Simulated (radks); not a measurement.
# Tc inside a hard spherical wall

Aim: energy, levels and pressure of Tc as a wall, at which all orbitals vanish, closes in. The configuration stays [Kr] 4d5 5s2.

The numbers are computed with radks (a radial shooting solver on a logarithmic mesh, Libxc functionals) version 1 (scalar-relativistic Kohn-Sham, LDA (Slater exchange, VWN5 correlation), spin-polarised, spherical densities, finite nucleus; open shells are filled with parallel spins first), except any that are marked as measured or tabulated.

### 1 What is computed

- element: technetium (Z = 43)
- charge: 0
- electrons: 43
- configuration: [Kr] 4d5 5s2
- nuclear rms radius: 4.4112 fm

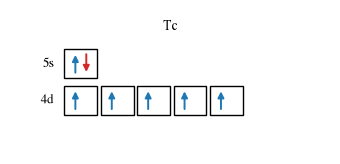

The shells outside the core, filled by Hund's rule for the drawing.

### 2 The free atom

Input:

```text
Z 43
configuration [Kr] 4d5 5s2 5p0 6s0 4f0
relativity scalar-relativistic
functional lda,vwn5
spin polarised
nucleus finite rms 4.4112 fm
c 137.035999084
```

### 3 Wall at 20 bohr

Input: that of step 2 with these lines changed.

```diff
@@ -6,2 +6,3 @@
 nucleus finite rms 4.4112 fm
+wall 20 bohr
 c 137.035999084
```

### 4 Wall at 15 bohr

Input: that of step 3 with these lines changed.

```diff
@@ -6,3 +6,3 @@
 nucleus finite rms 4.4112 fm
-wall 20 bohr
+wall 15 bohr
 c 137.035999084
```

### 5 Wall at 10 bohr

Input: that of step 4 with these lines changed.

```diff
@@ -6,3 +6,3 @@
 nucleus finite rms 4.4112 fm
-wall 15 bohr
+wall 10 bohr
 c 137.035999084
```

### 6 Wall at 8 bohr

Input: that of step 5 with these lines changed.

```diff
@@ -6,3 +6,3 @@
 nucleus finite rms 4.4112 fm
-wall 10 bohr
+wall 8 bohr
 c 137.035999084
```

### 7 Wall at 6 bohr

Input: that of step 6 with these lines changed.

```diff
@@ -6,3 +6,3 @@
 nucleus finite rms 4.4112 fm
-wall 8 bohr
+wall 6 bohr
 c 137.035999084
```

### 8 Wall at 5 bohr

Input: that of step 7 with these lines changed.

```diff
@@ -6,3 +6,3 @@
 nucleus finite rms 4.4112 fm
-wall 6 bohr
+wall 5 bohr
 c 137.035999084
```

### 9 Wall at 2.5 bohr

Input: that of step 8 with these lines changed.

```diff
@@ -6,3 +6,3 @@
 nucleus finite rms 4.4112 fm
-wall 5 bohr
+wall 2.5 bohr
 c 137.035999084
```

### 10 Wall at 1.5 bohr

Input: that of step 9 with these lines changed.

```diff
@@ -6,3 +6,3 @@
 nucleus finite rms 4.4112 fm
-wall 2.5 bohr
+wall 1.5 bohr
 c 137.035999084
```

What does the calculation give? Wanted: for each run, R; E − E(free); ε(5s); ε(5p, empty); ε(6s, empty); ε(4f, empty); pressure.

The runs gave:

```tsv
R (bohr)	E − E(free) (eV)	ε(5s) (eV)	ε(5p, empty) (eV)	ε(6s, empty) (eV)	ε(4f, empty) (eV)	pressure (GPa)
free	0.000	-5.752	-1.750	-0.065	-	0
20	0.000	-5.752	-1.750	0.032	1.479	< 0.0001
15	0.000	-5.752	-1.747	0.267	2.373	< 0.0001
10	0.014	-5.718	-1.643	1.709	4.660	0.0141
8	0.139	-5.533	-1.255	4.213	6.931	0.211
6	1.339	-4.441	0.589	12.294	11.838	3.68
5	4.345	-2.421	3.602	23.090	16.736	18.1
2.5	157.96	57.256	75.735	202.11	65.729	4051
1.5	1456.9	372.76	405.81	856.13	203.11	148654
```

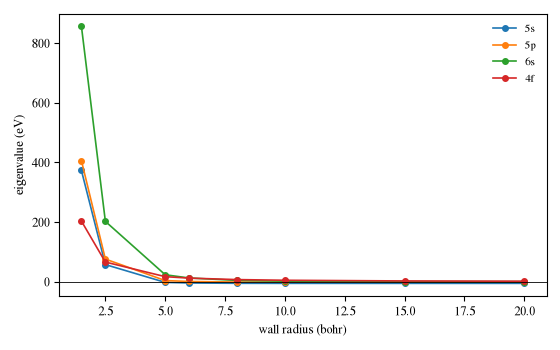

Outer levels against the radius of the wall.

**Reading.** Eigenvalues are for spin up. At the tightest wall, 1.5 bohr, the energy stands 1456.9 eV above the free atom and the pressure, −dE/dV, is 148654 GPa. Of the levels in the table that exist at both ends, 6s (empty) rises most from the free atom (856.19 eV). From R = 2.5 bohr inwards the highest occupied level lies above zero, pushed up by confinement. Shells are not refilled when levels cross, and a hard wall is a model, not a crystal.
